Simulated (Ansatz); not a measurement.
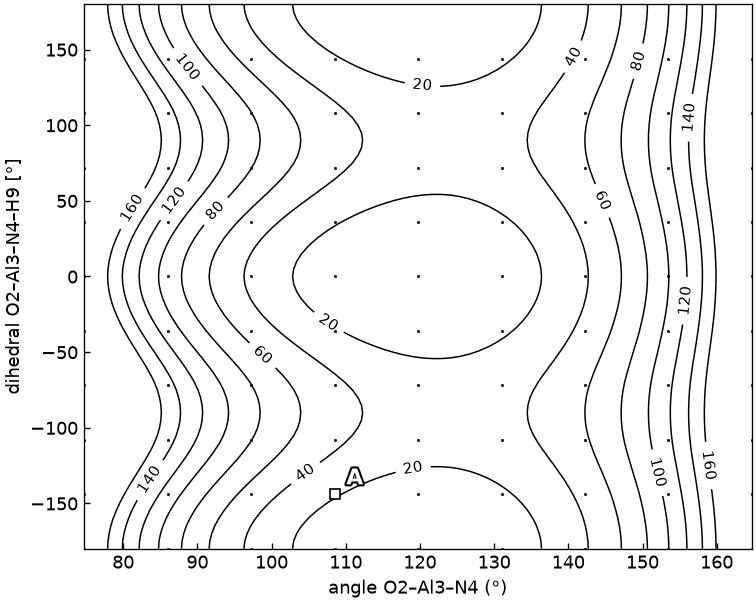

CH5AlFNO, SMILES C[O][Al]([NH2])[F]. First axis: angle O2–Al3–N4. Second axis: dihedral O2–Al3–N4–H9. Nothing is relaxed (all other coordinates rigid). Grid: 9 × 10 points. Points are written as (first, second). Energies: kJ/mol, counted from the lowest grid point. Method: RKS PBE-D4/def2-TZVP in Ansatz 0.2.0.

Drawn: contour lines labelled in kJ/mol (none above 160), dots at the grid points, the point A. Between grid points the surface is interpolated.

Question: Which way does the force act at A, and how strong is it?

Answer: A, at (108.5°, −144°), is not a stationary point. The computed force is 1.8 kJ/mol for each degree towards larger values of angle O2–Al3–N4 and 0.63 kJ/mol for each degree towards smaller values of dihedral O2–Al3–N4–H9.
